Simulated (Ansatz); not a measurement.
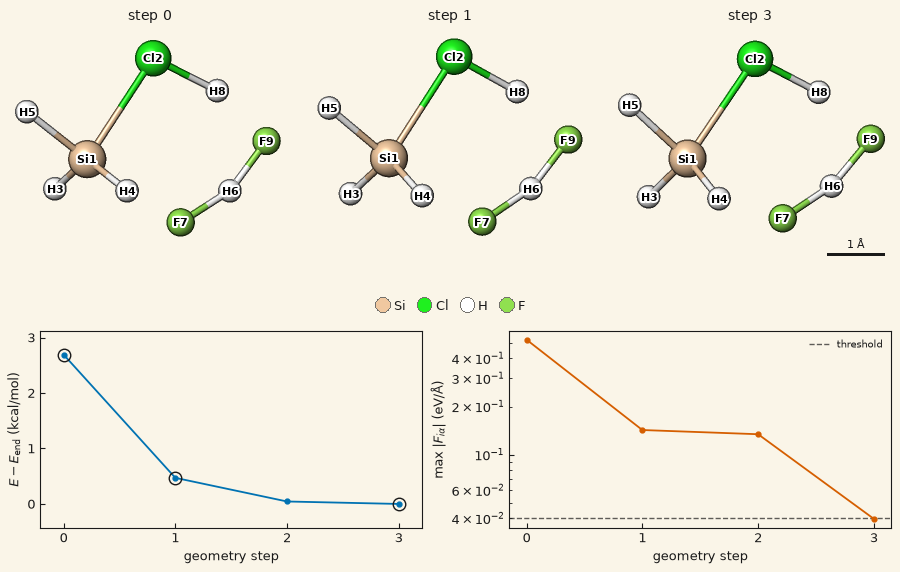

Frames of a constrained relaxation of SiH$_{5}$ClF$_{2}$, marked on the history of the run. A ball-and-stick model, seen at a tilt.

The reaction that was planned forms Si1–F7, H6–F9, Cl2–H8 and breaks Si1–Cl2, H6–F7, H8–F9 (atoms numbered from 1 in input order).

All numbers below come from Ansatz 0.2.0, RKS PBE0-D4/def2-SVP. (held fixed: the distance between atoms 1 (Si) and 7 (F), the distance between atoms 6 (H) and 9 (F), the distance between atoms 2 (Cl) and 8 (H), the distance between atoms 1 (Si) and 2 (Cl), the distance between atoms 6 (H) and 7 (F), the distance between atoms 8 (H) and 9 (F), counting from 1; force threshold 0.04 eV/Å; at most 150 steps)

> Describe the path.

The energy falls by 2.69 kcal/mol in 3 geometry steps. Largest force component: 0.52 eV/Å at the start, 0.04 eV/Å at the end. The largest moves after the best rigid fit, 0.20 Å, are those of H3 and H4. By element the largest moves are H 0.20 Å, F 0.09 Å, Cl 0.04 Å, Si 0.01 Å. Near-neighbour distances that change, for instance: Si1–H3 1.447 → 1.481 Å, Si1–H5 1.480 → 1.503 Å. Bond angles that change, for instance: H3–Si1–H4 135.7° → 124.1°, Cl2–Si1–H3 105.6° → 113.5°, F7–H6–F9 159.3° → 163.5°. From step 0 to 1: H atoms move most (0.13 Å), energy −2.22 kcal/mol. From step 1 to 3: H atoms move most (0.08 Å), energy −0.47 kcal/mol.
